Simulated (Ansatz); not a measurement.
# B3LYP/6-31G(d) (Cartesian functions) run of CH5AlOSi (SMILES [CH2]1O[SiH2][AlH]1)

Aim: the vertical ionisation energy of CH5AlOSi at B3LYP/6-31G* (Cartesian functions), from 2 runs. 

The results are computed with Ansatz 0.2.0.

118 further runs of the same task are left out: 1 that didn't finish, 117 set aside as unsound or not needed.

## (1) Starting point

CH5AlOSi: 9 atoms, total charge 0, spin state singlet. As SMILES, `[CH2]1O[SiH2][AlH]1`. Geometry: relaxed at PBE0-D4/def2-TZVP.

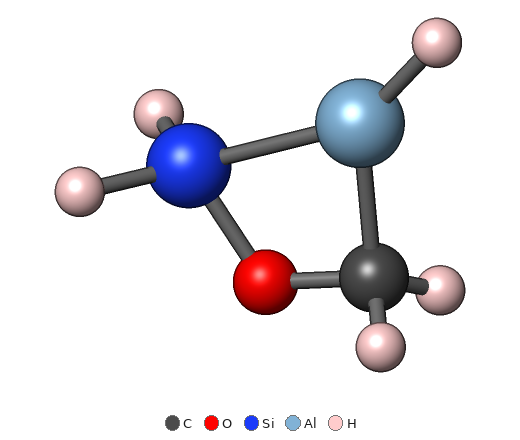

The structure, seen from a chosen angle (carbon dark grey, oxygen red, silicon blue, aluminium light blue, hydrogen pink).

## (2) The energy at B3LYP/6-31G(d) (Cartesian functions)

input.yaml

```yaml
basis:
  gaussian: {orbitals: "6-31G*"}
crystal:
  periodic: [false, false, false]
  atoms:
    - {symbol: C, position_ang: [-0.309900, 1.022500, -0.653500]}
    - {symbol: O, position_ang: [0.621100, -0.021300, -1.022900]}
    - {symbol: Si, position_ang: [0.767800, -1.223900, 0.135800]}
    - {symbol: Al, position_ang: [-0.858800, 0.279300, 1.121100]}
    - {symbol: H, position_ang: [-1.090200, 1.097600, -1.420100]}
    - {symbol: H, position_ang: [0.213300, 1.986000, -0.643000]}
    - {symbol: H, position_ang: [2.177700, -1.338300, 0.615000]}
    - {symbol: H, position_ang: [0.422400, -2.560600, -0.433300]}
    - {symbol: H, position_ang: [-1.855100, 0.712400, 2.283700]}
hamiltonian: {xc: {name: B3LYP}}
accuracy: high
output: {orbitals: {seedname: orbitals}}
```

Command:

```bash
ansatz run input.yaml --threads 1 --pin off --max-ram 3480MiB --events-out events.jsonl --progress --plain --runs-dir runs
```

Standard output:

```text
Warning: RAYON_NUM_THREADS=1 ignored (pool sized by the plan → 1); use --threads N
Functional definition: B3LYP
  name "B3LYP"
  parameter a0 = 0.2
  parameter ax = 0.72
  parameter ac = 0.81
  exchange = (1 - a0 - ax)*slater_x + ax*b88_x + a0*exact_x
  correlation = (1 - ac)*vwn_rpa_c + ac*lyp_c
1756 factors; integrals over basis functions are off by at most 3.7e-9 eV
mean field evaluation 1: about -17633.4390 eV, gradient 5.2e1 eV
mean field evaluation 2: about -17559.4345 eV, gradient 1.6e2 eV
mean field evaluation 4: about -17639.0403 eV, gradient 1.2e1 eV
mean field evaluation 8: about -17639.4832 eV, gradient 5.5e-1 eV
mean field evaluation 16: about -17639.4844 eV, gradient 3.8e-5 eV
mean field -17639.48439501 eV, -648.2390950448 hartree, gradient 4.7e-8 eV, S^2 0.000000; 0 other end points of the search recorded, 0 dependent functions left out
reference -17639.48443846 eV, -648.2390966415 hartree; 23, 23 occupied and 55, 55 virtual orbitals, 1756 factors
Total energy: -17639.48443846 eV, -648.2390966415 hartree
```

Wall time 4.5 s (1 thread of Intel Xeon 6975P-C (Granite Rapids), shared host); peak memory 0.27 GiB.

## (3) The doublet cation, same level

job.yaml

```yaml
crystal:
  periodic: [false, false, false]
  atoms:
    - symbol: C
      position_ang: [-0.309900, 1.022500, -0.653500]
    - symbol: O
      position_ang: [0.621100, -0.021300, -1.022900]
    - symbol: Si
      position_ang: [0.767800, -1.223900, 0.135800]
    - symbol: Al
      position_ang: [-0.858800, 0.279300, 1.121100]
    - symbol: H
      position_ang: [-1.090200, 1.097600, -1.420100]
    - symbol: H
      position_ang: [0.213300, 1.986000, -0.643000]
    - symbol: H
      position_ang: [2.177700, -1.338300, 0.615000]
    - symbol: H
      position_ang: [0.422400, -2.560600, -0.433300]
    - symbol: H
      position_ang: [-1.855100, 0.712400, 2.283700]
basis:
  gaussian: {orbitals: "6-31G*"}
hamiltonian: {xc: {name: B3LYP}}
output: {orbitals: {seedname: orbitals}}
magnetization: {spin_polarized: true, initial_magnetization: 1}
total_charge: 1
accuracy: high
```

Command:

```bash
ansatz run job.yaml --threads 1 --pin off --max-ram 3480MiB --events-out events.jsonl --progress --plain --runs-dir runs
```

Standard output:

```text
Warning: RAYON_NUM_THREADS=1 ignored (pool sized by the plan → 1); use --threads N
Functional definition: B3LYP
  name "B3LYP"
  parameter a0 = 0.2
  parameter ax = 0.72
  parameter ac = 0.81
  exchange = (1 - a0 - ax)*slater_x + ax*b88_x + a0*exact_x
  correlation = (1 - ac)*vwn_rpa_c + ac*lyp_c
1755 factors; integrals over basis functions are off by at most 3.7e-9 eV
mean field evaluation 1: about -17613.9874 eV, gradient 6.1e1 eV
mean field evaluation 2: about -17403.0839 eV, gradient 1.6e2 eV
mean field evaluation 4: about -17627.3485 eV, gradient 2.8e1 eV
mean field evaluation 8: about -17630.4924 eV, gradient 7.7e-1 eV
mean field evaluation 16: about -17630.5171 eV, gradient 3.8e-1 eV
mean field evaluation 32: about -17630.5221 eV, gradient 2.2e-5 eV
mean field evaluation 64: about -17630.3210 eV, gradient 1.8e0 eV
mean field -17630.52209821 eV, -647.9097367121 hartree, gradient 7.6e-8 eV, S^2 0.755158; 6 other end points of the search recorded, 0 dependent functions left out
reference -17630.52214096 eV, -647.9097382832 hartree; 23, 22 occupied and 55, 56 virtual orbitals, 1755 factors
Total energy: -17630.52214096 eV, -647.9097382832 hartree
```

Wall time 18 s (1 thread of Intel Xeon 6975P-C (Granite Rapids), shared host); peak memory 0.4 GiB.

## (4) Outcome

At B3LYP/6-31G* (Cartesian functions):

```
                                          quantity          value
                    singlet CH5AlOSi: total energy  -648.23910 Eh
                     singlet CH5AlOSi: HOMO energy       -6.69 eV
                     singlet CH5AlOSi: LUMO energy       -2.06 eV
                   singlet CH5AlOSi: HOMO–LUMO gap        4.63 eV
                      doublet cation: total energy  -647.90974 Eh
doublet cation: HOMO energy (highest over α and β)      -12.55 eV
 doublet cation: LUMO energy (lowest over α and β)      -11.21 eV
                              doublet cation: ⟨S²⟩          0.755
vertical ionisation energy (to the doublet cation)       8.962 eV
```

Removing an electron at fixed nuclei costs 8.96 eV (207 kcal/mol). The negative HOMO energy of the first species, 6.69 eV, lies 2.27 eV below that difference.
